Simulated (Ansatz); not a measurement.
# Calculations on BH2ClF2

## 1. Relaxation

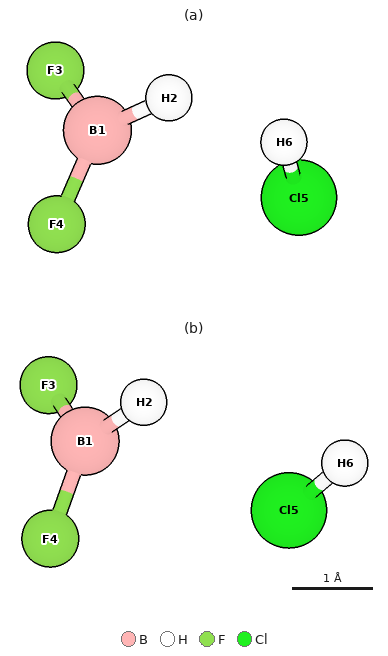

The structure of BH₂ClF₂ before (top) and after (bottom) a relaxation, at one scale.

A ball-and-stick model, seen at a tilt.

The run prepares an end point of a later path (reaction) calculation, from a guessed geometry.

The calculation used RKS B3LYP-D4/def2-SVP in Ansatz.

The input:
```yaml
crystal:
  periodic: [false, false, false]
  atoms:
    - { symbol: B, position_ang: [-0.00659, 0.257742, -0.019506] }
    - { symbol: H, position_ang: [-0.008849, 0.381344, 1.170875] }
    - { symbol: F, position_ang: [1.126579, 0.251335, -0.684133] }
    - { symbol: F, position_ang: [-1.139555, 0.192925, -0.681644] }
    - { symbol: Cl, position_ang: [0.081728, -2.597306, 1.085479] }
    - { symbol: H, position_ang: [0.075587, -1.409739, 1.688629] }
basis:
  gaussian: { orbitals: def2-SVP }
hamiltonian:
  xc: b3lyp
  dispersion: d4
relax:
  f_tol: 0.03
  max_steps: 50
output:
  orbitals: {}
```

Launched with:
```bash
ansatz run input.yaml --threads 1 --pin off --max-ram 2048MiB --backend cpu --events-out ev --progress --plain --runs-dir out
```

Q: What changed between the two?

A: The largest move after the best rigid fit is that of H6, 0.80 Å. By element the largest moves are H 0.80 Å, B 0.17 Å, Cl 0.13 Å, F 0.09 Å. Among the contacts that change: Cl5–H6 1.332 → 1.291 Å, B1–H2 1.197 → 1.201 Å. After 10 accepted moves (13 points after the start) the energy has fallen by 10.3 kJ/mol. Largest force component: 1.1 eV/Å at the start, 0.019 eV/Å at the end. The line search rejected the trial steps at points 2, 8, 10 of the run. Cost: 17 s on 1 thread of Intel(R) Xeon(R) 6975P-C (Granite Rapids), with other jobs on the host, peak memory 0.15 GiB.

## 2. Relaxation

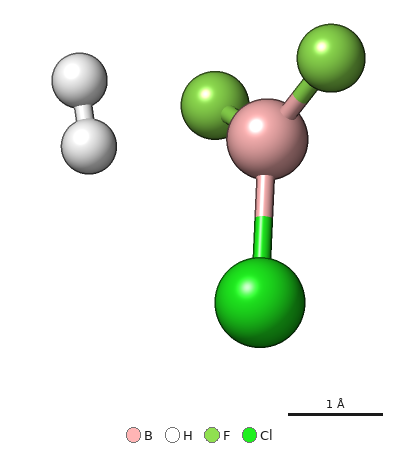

BH$_{2}$ClF$_{2}$, before the relaxation. A ball-and-stick model, seen at a tilt.

The run prepares an end point of a later path (reaction) calculation, from a guessed geometry.

All numbers below come from Ansatz 0.2.0, RKS B3LYP-D4/def2-SVP.

Input file:
```yaml
crystal:
  periodic: [false, false, false]
  atoms:
    - { symbol: B, position_ang: [0.022713, -0.545189, -0.341907] }
    - { symbol: H, position_ang: [0.004422, 0.247328, 1.918247] }
    - { symbol: F, position_ang: [1.141458, 0.100056, -0.556899] }
    - { symbol: F, position_ang: [-1.129458, 0.043581, -0.542374] }
    - { symbol: Cl, position_ang: [0.070479, -2.299874, 0.133653] }
    - { symbol: H, position_ang: [0.019287, -0.469601, 1.94898] }
basis:
  gaussian: { orbitals: def2-SVP }
hamiltonian:
  xc: b3lyp
  dispersion: d4
relax:
  f_tol: 0.03
  max_steps: 50
```

Run as
```bash
ansatz run input.yaml --threads 1 --pin off --max-ram 2048MiB --backend cpu --events-out ev --progress --plain --runs-dir out
```

> Where does the relaxation end?

The atom that moves furthest after the best rigid fit is H6 (0.42 Å). By element the largest moves are H 0.42 Å, Cl 0.34 Å, B 0.21 Å, F 0.13 Å. Some distances before and after: B1–Cl5 1.819 → 1.752 Å, H2–H6 0.718 → 0.760 Å, B1–F3 1.309 → 1.313 Å. Over 6 accepted moves (9 points after the start) the energy falls by 16.2 kJ/mol. The largest force component goes from 1.8 to 0.024 eV/Å. The line search rejected the trial steps at points 2, 3, 8 of the run.

Final geometry:

```xyz
6

B     0.0247   -0.6531   -0.5200
H    -0.0002    0.4272    2.2343
F     1.1384    0.0299   -0.6546
F    -1.1238   -0.0289   -0.6475
Cl    0.0705   -2.3740   -0.1954
H     0.0192   -0.3247    2.3428
```

After the run, drawn alike:

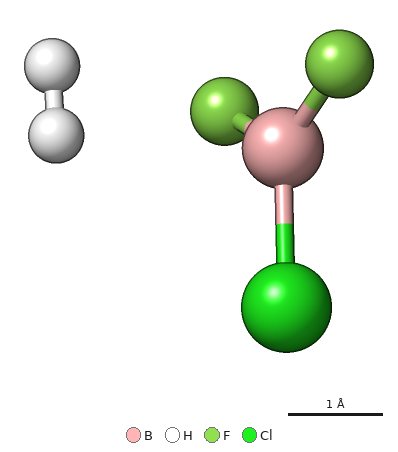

Limits of the set-up: the start holds two separate molecules, 2.3 Å apart at their closest, whose relative position is a soft coordinate.

## 3. Path

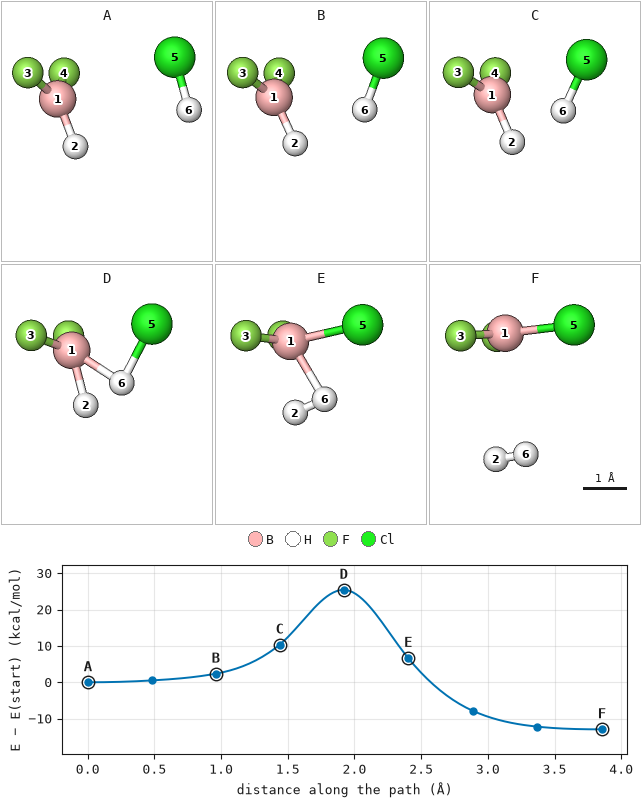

NEB run on BH$_{2}$ClF$_{2}$, made up at the start of BHF₂ and HCl. Images are numbered from 0 (start) to 8 (end). Frames A to F are images 0, 2, 3, 4, 5, 8. The picture is a ball-and-stick view, seen at a tilt.

All numbers below come from RKS B3LYP-D4/def2-SVP (Ansatz 0.2.0). Set-up: 7 movable images; climbing image; force threshold 0.03 eV/Å; iteration limit 60; starting path through a guess of the saddle point.

Q: Read off the barrier and say what moves.

A: Forward barrier 25.4 kcal/mol, backward barrier 38.4 kcal/mol, with image 4 at the top; the reaction energy is −13.0 kcal/mol. Breaking: B1–H2 (1.20 → 1.33 at the top → 2.96 Å), Cl5–H6 (1.29 → 1.57 at the top → 3.26 Å). Forming: B1–Cl5 (3.11 → 2.12 at the top → 1.75 Å), H2–H6 (3.01 → 1.05 at the top → 0.76 Å). The band converged in 29 iterations, with a climbing image at the top. At the top, the vibrational analysis gives one imaginary mode (1011i cm⁻¹), as a transition state must have.

Limits of the set-up: the start holds two separate molecules, 3.0 Å apart at their closest, whose relative position is a soft coordinate.
